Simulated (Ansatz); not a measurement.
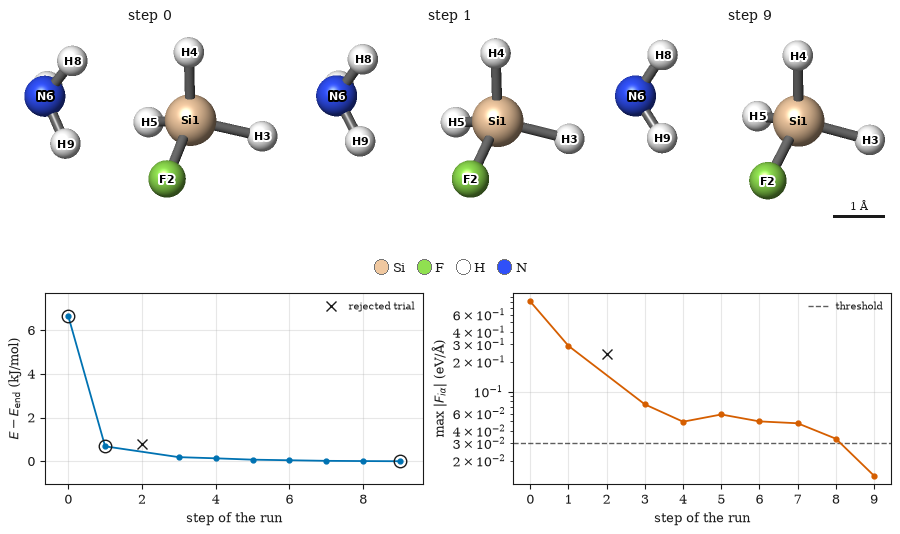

Frames of a relaxation of SiNH6F, marked on the history of the run. A ball-and-stick model, seen at a tilt.

The run prepares an end point of a later path (reaction) calculation, from a guessed geometry.

These are results of RKS PBE0-D4/def2-SVP (Ansatz), not measurements.

Input file:
```yaml
crystal:
  periodic: [false, false, false]
  atoms:
    - { symbol: Si, position_ang: [0.18759, 0.033472, -0.022509] }
    - { symbol: F, position_ang: [0.338053, -0.102773, 1.577522] }
    - { symbol: H, position_ang: [1.580128, 0.071293, -0.554931] }
    - { symbol: H, position_ang: [-0.493852, 1.303993, -0.38721] }
    - { symbol: H, position_ang: [-0.505283, -1.158277, -0.581104] }
    - { symbol: "N", position_ang: [-2.55727, -0.061847, 1.259819] }
    - { symbol: H, position_ang: [-2.603879, -0.635298, 0.424652] }
    - { symbol: H, position_ang: [-2.425141, 0.906642, 0.988628] }
    - { symbol: H, position_ang: [-1.751446, -0.357206, 1.835333] }
basis:
  gaussian: { orbitals: def2-SVP }
hamiltonian:
  xc: pbe0
  dispersion: d4
relax:
  f_tol: 0.03
  max_steps: 50
```

Command:
```bash
ansatz run input.yaml --threads 1 --pin off --max-ram 2048MiB --backend cpu --events-out ev --progress --plain --runs-dir out
```

Q: What happens along the run?

A: The energy falls by 6.65 kJ/mol in 8 accepted moves (9 points after the start). Largest force component: 0.82 eV/Å at the start, 0.014 eV/Å at the end. The line search rejected the trial step at point 2 of the run. The largest move after the best rigid fit is that of H7, 0.29 Å. Largest moves by element: H 0.29 Å, N 0.20 Å, Si 0.17 Å, F 0.13 Å. Among the contacts that change: Si1–F2 1.613 → 1.631 Å, N6–H9 1.033 → 1.018 Å, N6–H7 1.014 → 1.018 Å. Among the angles between lasting bonds that change: H7–N6–H8 109.0° → 107.0°. The run took 28 s on 1 thread of Arm Neoverse V1, on a shared host, peak memory 0.13 GiB. From step 0 to 1: H8 moves most (0.20 Å), energy −5.97 kJ/mol. From step 1 to 9: H7 moves most (0.19 Å), energy −0.68 kJ/mol.

```json
{"step": "0", "E − E(0), kJ/mol": "0.00", "largest force component, eV/Å": "0.8156", "note": ""}
{"step": "1", "E − E(0), kJ/mol": "-5.97", "largest force component, eV/Å": "0.2901", "note": ""}
{"step": "2", "E − E(0), kJ/mol": "-5.88", "largest force component, eV/Å": "0.2402", "note": "rejected"}
{"step": "3", "E − E(0), kJ/mol": "-6.47", "largest force component, eV/Å": "0.0742", "note": ""}
{"step": "4", "E − E(0), kJ/mol": "-6.52", "largest force component, eV/Å": "0.0496", "note": ""}
{"step": "5", "E − E(0), kJ/mol": "-6.58", "largest force component, eV/Å": "0.0587", "note": ""}
{"step": "6", "E − E(0), kJ/mol": "-6.61", "largest force component, eV/Å": "0.0499", "note": ""}
{"step": "7", "E − E(0), kJ/mol": "-6.64", "largest force component, eV/Å": "0.0478", "note": ""}
{"step": "8", "E − E(0), kJ/mol": "-6.65", "largest force component, eV/Å": "0.0334", "note": ""}
{"step": "9", "E − E(0), kJ/mol": "-6.65", "largest force component, eV/Å": "0.0141", "note": ""}
```
